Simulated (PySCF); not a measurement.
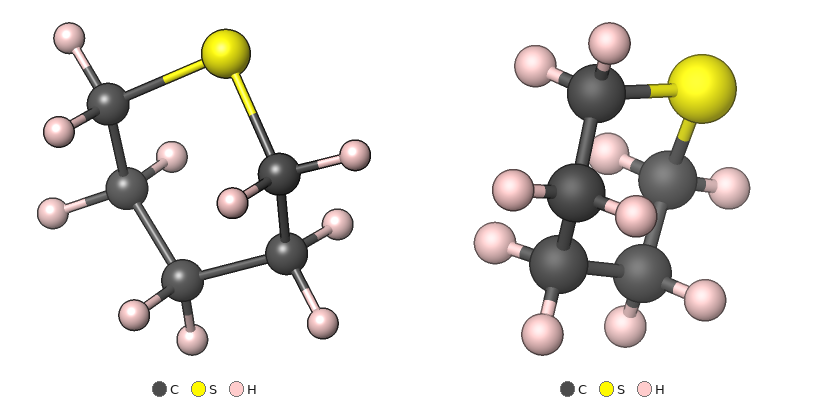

Both panels show the same species.

The geometry was computed by an optimisation with PBE0-D3(BJ)/def2-SVP. No frequency run is at hand to confirm it as a minimum.

Count the atoms of each element.

C5H10S, 16 atoms: 5 carbon, 10 hydrogen and 1 sulfur.

Count the bonded pairs by element.

10 C–H, 4 C–C, 2 C–S.

Name some functional groups or characteristic bonds that it holds.

Among them: thioether.

Describe its rings.

Independent rings (smallest set): 1 of 6 members.

More results for the same structure follow; atom numbers are the same in all pictures, views and colours differ.

### Symmetry

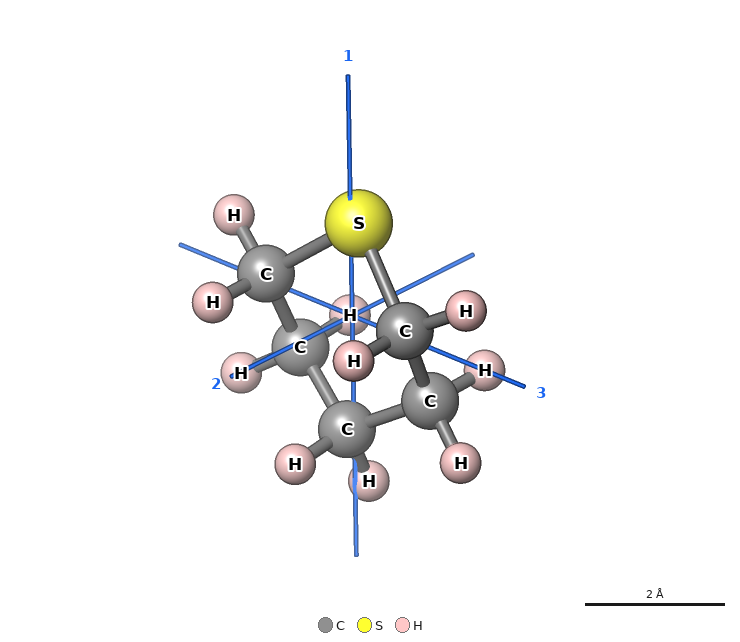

The three principal axes of inertia are drawn and numbered. Depth is shown by fading: the farther an atom, the more it takes the colour of the background. No frequency run is at hand to confirm it as a minimum. Masses are those of the most abundant isotopes; constants are for the rigid equilibrium geometry.

Which line is the a axis (least moment of inertia), which b and which c?

a is line 1, b is line 3, c is line 2; the moments are 126, 168, 264 u Å².

Classify the rotor and give the rotational constants (MHz).

An asymmetric top (Cs): A = 3998, B = 3009, C = 1915 MHz. Ray's parameter κ is 0.05, midway between the limits.

### Levels of theory compared

No frequency run is at hand to confirm it as a minimum. Program: PySCF 2.14.0.

At this fixed geometry, give dipole (D) at these levels: CAM-B3LYP/def2-SVPD; LC-wPBE/def2-SVPD; PBE0/6-31G*; PBE0/def2-SVP; PBE0/def2-TZVP; ωB97X-D/def2-SVPD.

```json
{"level": "CAM-B3LYP/def2-SVPD", "dipole (D)": "1.91"}
{"level": "LC-wPBE/def2-SVPD", "dipole (D)": "1.99"}
{"level": "PBE0/6-31G*", "dipole (D)": "1.94"}
{"level": "PBE0/def2-SVP", "dipole (D)": "1.73"}
{"level": "PBE0/def2-TZVP", "dipole (D)": "1.82"}
{"level": "ωB97X-D/def2-SVPD", "dipole (D)": "1.98"}
```

### Excitation

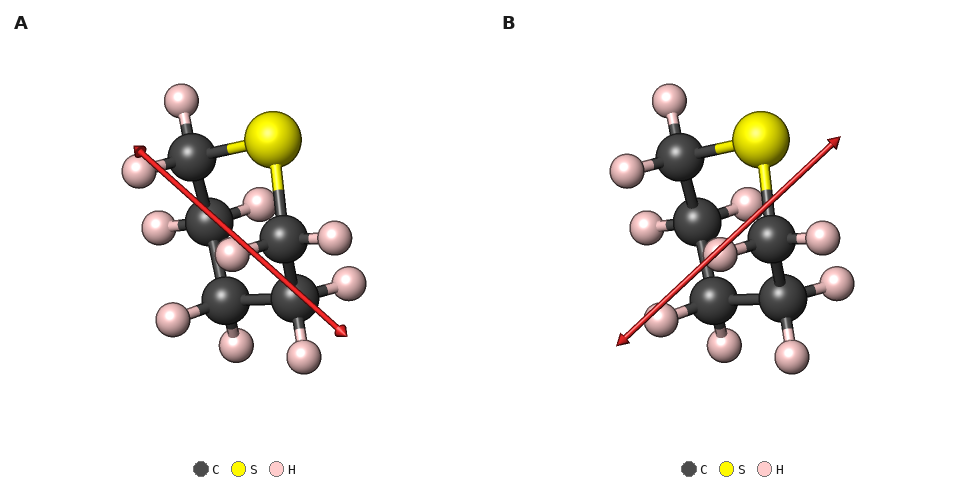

The double arrows show the directions of two transition dipoles from the ground state (lengths mean nothing). No frequency run is at hand to confirm it as a minimum. Level of theory: TDDFT CAM-B3LYP/def2-SVPD, vertical, gas phase, core orbitals frozen in the response (PySCF 2.14.0).

One belongs to singlet state 3 and one to singlet state 5. Which is which?

A: state 5, 7.11 eV (174 nm), oscillator strength 0.015, mainly HOMO → LUMO+4 (weight 0.54).
B: state 3, 6.42 eV (193 nm), oscillator strength 0.033, mainly HOMO → LUMO+2 (weight 0.83).

### Polarisability

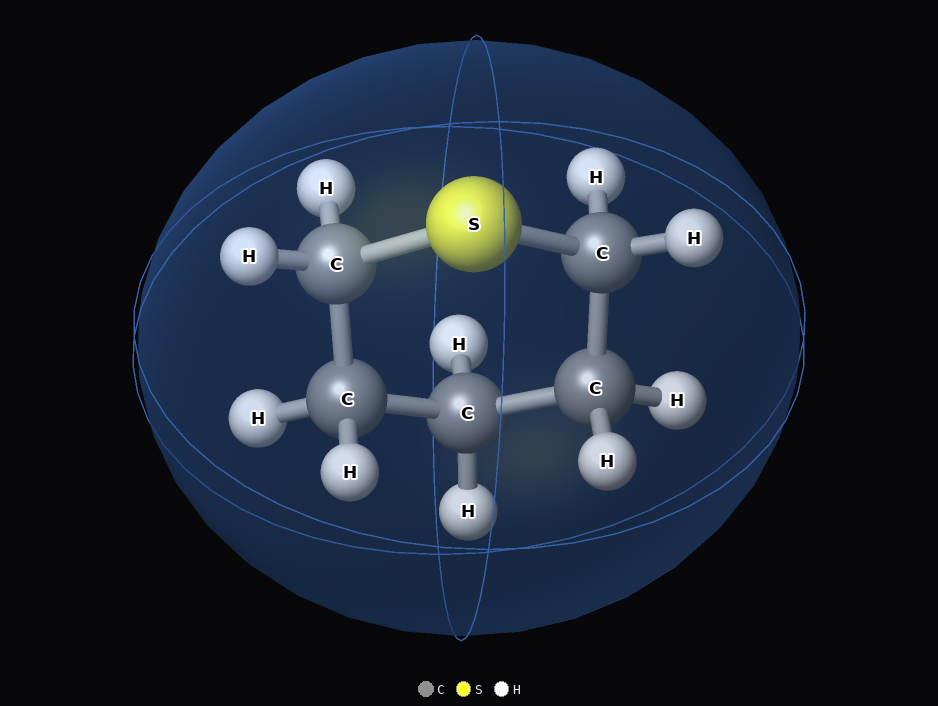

The ellipsoid shows the static dipole polarisability: its half-axes are proportional to the principal values. No frequency run is at hand to confirm it as a minimum. Computed with ωB97X-D/def2-SVPD (PySCF 2.14.0).

How large and how anisotropic is the polarisability?

Principal values 68.0, 82.6, 82.9 bohr³; mean 77.9 bohr³ (11.54 Å³); anisotropy 14.7 bohr³, so the longest axis is 1.22 times the shortest.
